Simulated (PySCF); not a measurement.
System: C₅H₇Cl₂Ga.

Input file:

```
{"job": {"kind": "uv", "xc": "CAM-B3LYP", "basis": "def2-SVPD", "nstates": 8, "ntriplets": 3}, "charge": 0, "multiplicity": 1}
C     -2.036143     1.095517     0.798490
C     -1.084724     0.278724     0.397924
C     -0.681951    -0.264982    -0.946878
C      0.546979    -0.906735    -0.270507
Ga     2.351895    -0.037777    -0.826148
Cl     3.975034     0.099070     0.513893
Cl     2.643512     0.820593    -2.730347
C      0.032760    -0.436873     1.108614
H     -2.141079     1.374546     1.833470
H     -2.747765     1.515480     0.107791
H     -0.477371     0.495282    -1.707507
H     -1.387141    -0.985707    -1.364057
H      0.607756    -1.993923    -0.378783
H      0.701125     0.205333     1.690641
H     -0.307299    -1.250560     1.751492
```

Run with:

```sh
OMP_NUM_THREADS=1 python probes_run.py task.json out
```

Geometry: GFN2-xTB.

Level of theory: CAM-B3LYP/def2-SVPD, SCF density, gas phase in PySCF 2.14.0.

**Predict the electron density and electron localisation function between the atoms.**

C–C (1.32 Å): ρ at the midpoint is about 2.4 e/Å³; the ELF peaks at about 0.90 between the atoms (a short, multiple covalent bond).
C–H (1.08 Å): ρ is about 2 e/Å³ halfway; the ELF climbs to about 1 towards the hydrogen, as it does in any bond to H (an ordinary covalent bond to hydrogen).
C–C (1.51 Å): ρ at the midpoint is about 1.7 e/Å³; the ELF peaks at about 0.95 between the atoms, as expected for a shared electron pair.

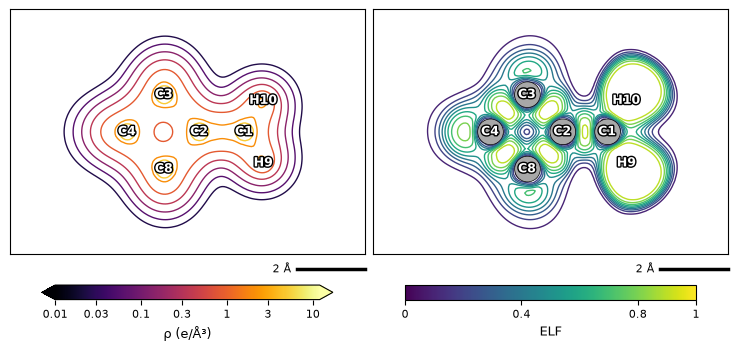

Computed electron density and electron localisation function on the plane of atoms C3, C2 and C8, in this order. Grey discs cover the atomic cores in the ELF map. 
